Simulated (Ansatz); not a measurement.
Input file:

```
crystal:
  periodic: [false, false, false]
  atoms:
    - {symbol: Li, position_ang: [-0.425240, -1.138120, 0.219718]}
    - {symbol: Co, position_ang: [0.339483, 0.908580, -0.175369]}
    - {symbol: O, position_ang: [1.260607, -0.397654, -0.319713]}
    - {symbol: O, position_ang: [-1.174850, 0.627194, 0.275364]}
basis:
  gaussian: {orbitals: def2-TZVP, initial_orbitals: start.molden}
hamiltonian: {xc: pbe0, dispersion: d4}
output: {orbitals: {seedname: orbitals}}
```

Launched as:

```sh
ansatz run in.yaml --threads 4 --pin off --events-out ev --progress --plain --max-ram 3916MiB
```

Geometry: PBE0-D4/def2-TZVP.

The calculation used RKS PBE0-D4/def2-TZVP (Ansatz 0.2.0).

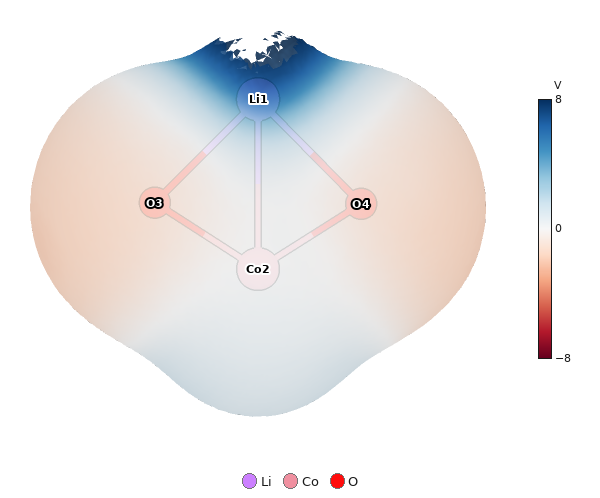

CoLiO2. The molecular electrostatic potential painted on the density surface at 0.002 e/bohr³, seen across its widest extent; the colour scale runs from red (negative) to blue (positive).

Describe the electrostatic potential map.

The most negative region (about −1.7 V, or −39 kcal/mol for a unit charge) lies over O3, the most positive (about +7.7 V, or +178 kcal/mol for a unit charge) over Li1.
